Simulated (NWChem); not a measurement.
**CH5GaN2 (SMILES [H]/N=[C](/N)[GaH2]) at 3 levels**

Wanted: a comparison of 3 runs (HF/STO-3G, HF/3-21G, B3LYP/6-31G*) of CH5GaN2. 

The calculation is run with NWChem 7.3.0.

### Step 1. The system as given

CH5GaN2 has 9 atoms, charge 0, and is taken as a singlet. SMILES: `[H]/N=[C](/N)[GaH2]`. The coordinates come from a PBE0-D4/def2-TZVP relaxation. This is one conformer, not always the lowest.

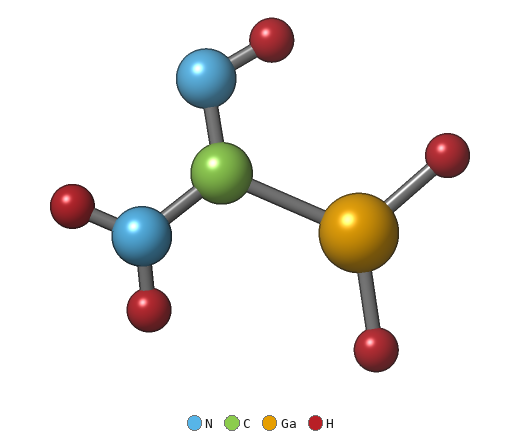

Viewed from a chosen angle; nitrogen blue, carbon green, gallium amber, hydrogen red.

### Step 2. Energy and forces at HF/STO-3G (run 1)

Contents of ch5gan2.xyz:

```xyz
9
CH5GaN2
N     -0.235900     0.505800    -1.598300
C      0.147300     0.250700    -0.403900
N      1.293000     0.827100     0.065600
Ga    -0.835500    -1.007100     0.790500
H     -1.068100    -0.023100    -1.839200
H      1.474700     0.850900     1.051500
H      1.707400     1.555900    -0.497300
H     -2.048700    -1.751300     0.133000
H     -0.434100    -1.209000     2.298100
```

Contents of run.py:

```python
from ase.io import read
from ase.calculators.nwchem import NWChem

atoms = read('ch5gan2.xyz')

calc = NWChem(
    label='ch5gan2',
    theory='scf',
    memory='2200 mb',
    basis='STO-3G',
    basispar='spherical bse',
    scf={'nopen': '0', 'rhf': None, 'thresh': '1e-08', 'maxiter': '80'},
)
atoms.calc = calc

forces = atoms.get_forces()
print("Total energy (eV):", round(atoms.get_potential_energy(), 6))
print("forces (eV/A):")
for s, f in zip(atoms.symbols, forces):
    print(f"{s:2s} {f[0]:10.5f} {f[1]:10.5f} {f[2]:10.5f}")
print("dipole (e A):", atoms.get_dipole_moment().round(4))
```

Started as:

```bash
$ export ASE_NWCHEM_COMMAND="nwchem PREFIX.nwi > PREFIX.nwo"
$ python run.py
```

Standard output:

```text
Total energy (eV): -55744.90092
forces (eV/A):
N     1.43380    1.53639   -0.98700
C    -3.79747   -3.36573    1.67507
N     1.99754    0.60801   -0.10958
Ga   -0.50383   -0.59243    0.67831
H    -1.12938   -0.81159   -0.06423
H     0.10572    0.22883    0.70541
H     0.27871    0.48553   -0.08485
H     2.41067    1.48887    1.24220
H    -0.79576    0.42202   -3.05534
dipole (e A): [-0.0649 -0.1043  0.4968]
```

The calculator wrote ch5gan2.nwi:

```
title "ch5gan2"

permanent_dir ch5gan2

scratch_dir ch5gan2

start ch5gan2

geometry units angstrom nocenter noautosym noautoz
  N  -2.3590000000000000e-01 5.0580000000000003e-01 -1.5983000000000001e+00
  C  1.4729999999999999e-01 2.5069999999999998e-01 -4.0389999999999998e-01
  N  1.2929999999999999e+00 8.2709999999999995e-01 6.5600000000000006e-02
  Ga -8.3550000000000002e-01 -1.0071000000000001e+00 7.9049999999999998e-01
  H  -1.0681000000000000e+00 -2.3099999999999999e-02 -1.8391999999999999e+00
  H  1.4746999999999999e+00 8.5089999999999999e-01 1.0515000000000001e+00
  H  1.7074000000000000e+00 1.5559000000000001e+00 -4.9730000000000002e-01
  H  -2.0487000000000002e+00 -1.7513000000000001e+00 1.3300000000000001e-01
  H  -4.3409999999999999e-01 -1.2090000000000001e+00 2.2980999999999998e+00
end

memory 2200 mb

basis spherical bse noprint
   * library STO-3G
end

scf
  nopen 0
  rhf
  thresh 1e-08
  maxiter 80
end

task scf gradient
```

ch5gan2.nwo (excerpt; [...] marks lines left out):

```text
[...]
      One-electron energy =  -3344.064287242808
[... 1 line left out ...]
 Nuclear repulsion energy =    237.389076556255
[... 46 lines left out ...]
                       ROHF Final Molecular Orbital Analysis
[... 227 lines left out ...]
     1   1 0 0     -0.122687      0.000000    -33.988234
[...]
  wavefunction    =   RHF
                         RHF ENERGY GRADIENTS
    atom               coordinates                        gradient
                 x          y          z           x          y          z
   1 N      -0.445786   0.955823  -3.020349   -0.027883  -0.029878   0.019194
   2 C       0.278357   0.473754  -0.763260    0.073849   0.065453  -0.032575
   3 N       2.443416   1.562992   0.123966   -0.038846  -0.011824   0.002131
[... 5 lines of this table left out ...]
   9 H      -0.820330  -2.284679   4.342779    0.015475  -0.008207   0.059417
[...]
```

Wall time 21 s (1 thread of Intel Xeon 6975P-C (Granite Rapids), shared host); peak memory 0.097 GiB.

### Step 3. Energy and gradient at HF/3-21G (run 2)

Contents of nw.nw:

```
start nw
memory 2200 mb

geometry noautosym nocenter noautoz
  N       -0.235900       0.505800      -1.598300
  C        0.147300       0.250700      -0.403900
  N        1.293000       0.827100       0.065600
  Ga      -0.835500      -1.007100       0.790500
  H       -1.068100      -0.023100      -1.839200
  H        1.474700       0.850900       1.051500
  H        1.707400       1.555900      -0.497300
  H       -2.048700      -1.751300       0.133000
  H       -0.434100      -1.209000       2.298100
end

basis spherical bse
  * library 3-21G
end

scf
  thresh 1e-08
  maxiter 80
end

task scf gradient
```

Started as:

```bash
$ nwchem nw.nw > nw.out
```

Standard output:

```text
[...]
  functions       =    59
[...]
  wavefunction    = RHF
[...]
         Total SCF energy =  -2062.635014724775
      One-electron energy =  -3348.348100541979
      Two-electron energy =   1048.324009260949
 Nuclear repulsion energy =    237.389076556255
        Time for solution =      3.2s
[...]
                         RHF ENERGY GRADIENTS
    atom               coordinates                        gradient
                 x          y          z           x          y          z
   1 N      -0.445786   0.955823  -3.020349    0.002919   0.007841  -0.012812
   2 C       0.278357   0.473754  -0.763260    0.007897   0.006425   0.006311
   3 N       2.443416   1.562992   0.123966   -0.005383  -0.013881  -0.007128
   4 Ga     -1.578866  -1.903143   1.493828   -0.004631  -0.005057   0.005324
   5 H      -2.018416  -0.043653  -3.475584   -0.002105  -0.005046   0.005744
   6 H       2.786779   1.607968   1.987047   -0.001352   0.000372   0.007683
   7 H       3.226518   2.940225  -0.939761    0.000996   0.007693  -0.003777
   8 H      -3.871482  -3.309477   0.251334    0.002635   0.001888   0.000883
   9 H      -0.820330  -2.284679   4.342779   -0.000976  -0.000235  -0.002229
[...]
```

It took 4.8 s on 1 thread of Intel Xeon 6975P-C (Granite Rapids), shared host; peak memory 0.097 GiB.

### Step 4. Energy and forces at B3LYP/6-31G(d) (Cartesian functions) (run 3)

Contents of a.nw:

```
start a
memory stack 880 mb heap 220 mb global 1100 mb
geometry noautosym nocenter noautoz
N       -0.235900       0.505800      -1.598300
C        0.147300       0.250700      -0.403900
N        1.293000       0.827100       0.065600
Ga      -0.835500      -1.007100       0.790500
H       -1.068100      -0.023100      -1.839200
H        1.474700       0.850900       1.051500
H        1.707400       1.555900      -0.497300
H       -2.048700      -1.751300       0.133000
H       -0.434100      -1.209000       2.298100
end
basis cartesian
* library 6-31G*
end
dft
xc b3lyp
mult 1
grid fine
convergence energy 1e-08
maxiter 100
mulliken
print medium
end
task dft gradient
```

Started as:

```bash
$ nwchem a.nw > a.out
```

Standard output:

```text
[...]
          Wavefunction type:  closed shell.
          No. of atoms     :     9
          No. of electrons :    56
[...]
          Charge           :     0
          Spin multiplicity:     1
[...]
          AO basis - number of functions:    90
[...]
              XC Information
              --------------
                         B3LYP Method XC Potential
                     Hartree-Fock (Exact) Exchange  0.200
                        Slater Exchange Functional  0.800 local
                    Becke 1988 Exchange Functional  0.720 non-local
              Lee-Yang-Parr Correlation Functional  0.810
                  VWN I RPA Correlation Functional  0.190 local
[...]
 d= 0,ls=0.0,diis     1  -2075.1188079938 -2.31D+03  1.91D-02  1.22D+00     2.1
[...]
 d= 0,ls=0.0,diis    11  -2075.2060007274 -6.37D-09  3.94D-07  1.42D-09    17.3
         Total DFT energy =    -2075.206000727404
      One electron energy =    -3358.407454358231
           Coulomb energy =     1141.974293345959
    Exchange-Corr. energy =      -96.161916271388
 Nuclear repulsion energy =      237.389076556255
[...]
      Total Density - Mulliken Population Analysis
     ---------------------------------------------
    Atom       Charge   Shell Charges
 -----------   ------   -------------------------------------------------------
    1 N    7     7.60   1.99  0.81  2.41  0.98  1.41 -0.00
    2 C    6     5.61   1.99  0.73  1.98  0.41  0.47  0.04
    3 N    7     7.72   1.99  0.77  2.57  0.82  1.54  0.02
    4 Ga  31    31.08   2.00  1.99  6.00  1.95  5.99  1.38  1.57  0.06  0.15  6.85  2.95  0.20
    5 H    1     0.70   0.52  0.18
    6 H    1     0.66   0.51  0.15
    7 H    1     0.67   0.50  0.17
    8 H    1     0.97   0.48  0.49
    9 H    1     0.98   0.48  0.50
[...]
  wavefunction    = closed shell
                         DFT ENERGY GRADIENTS
    atom               coordinates                        gradient
                 x          y          z           x          y          z
   1 N      -0.445786   0.955823  -3.020349    0.000626  -0.005399   0.011157
   2 C       0.278357   0.473754  -0.763260    0.003079   0.004554  -0.005642
   3 N       2.443416   1.562992   0.123966   -0.005695   0.000772  -0.001834
   4 Ga     -1.578866  -1.903143   1.493828   -0.000220   0.000564  -0.001012
   5 H      -2.018416  -0.043653  -3.475584    0.003629   0.002516   0.001259
   6 H       2.786779   1.607968   1.987047   -0.001167  -0.001100  -0.004415
   7 H       3.226518   2.940225  -0.939761   -0.001668  -0.003337   0.001994
   8 H      -3.871482  -3.309477   0.251334    0.001542   0.000912   0.000713
   9 H      -0.820330  -2.284679   4.342779   -0.000126   0.000518  -0.002219
[...]
```

It took 24 s on 1 thread of Intel Xeon 6975P-C (Granite Rapids), shared host; peak memory 0.12 GiB.

### Step 5. The series

```tsv
run	level	Cartesian functions	iteration cap	energy (Eh)	dipole moment (D)	HOMO energy (eV)	LUMO energy (eV)	wall time
1	HF/STO-3G	no	80	-2048.587340	2.46	-7.06	3.98	21 s
2	HF/3-21G	no	80	-2062.635015	2.66	-9.23	0.78	4.8 s
3	B3LYP/6-31G* (Cartesian functions)	yes	100	-2075.206001	2.15	-6.28	-2.18	24 s
```

### Step 6. Summary of results

| quantity | value |
| --- | --- |
| run 3: total energy | -2075.20600 Eh |
| run 3: dipole moment | 2.15 D |
| run 3: HOMO energy | -6.28 eV |
| run 3: LUMO energy | -2.18 eV |
| run 3: HOMO–LUMO gap | 4.10 eV |
| run 3: largest force on an atom | 0.638 eV/Å |

The dipole moment (its size) runs from 2.15 D (B3LYP/6-31G*) to 2.66 D (HF/3-21G). The two ends differ in method and basis. The HOMO–LUMO gap runs from 4.10 eV (B3LYP/6-31G*) to 11.04 eV (HF/STO-3G). In run 1 the basis is minimal, so the values are rough. All runs together took 50 s, the longest 24 s.
